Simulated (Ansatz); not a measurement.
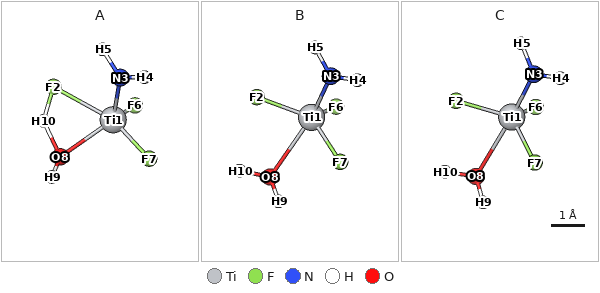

3 geometries from a converged minimum-energy path of TiNH₄OF₃, shuffled. Style: ball-and-stick. Shown from a free direction.

Theory: Ansatz 0.2.0, RKS B3LYP-D4/def2-SVP. Set-up: 7 movable images; climbing image; force threshold 0.03 eV/Å; iteration limit 60; starting path through a guess of the saddle point.

Which frame is the transition state?

Answer. A. In order along the path, whose images run from 0 to 8: C (image 2, +0.01 eV), B (image 3, +0.04 eV), A (image 6, +0.71 eV). Breaking: O8–H10 (0.97 → 1.24 at the top → 1.60 Å), Ti1–F2 (1.78 → 2.14 at the top → 2.50 Å). Forming: F2–H10 (2.31 → 1.12 at the top → 0.96 Å).

The run took 16 min on 4 threads of AMD EPYC (Zen 3), with other jobs on the host, peak memory 0.35 GiB.
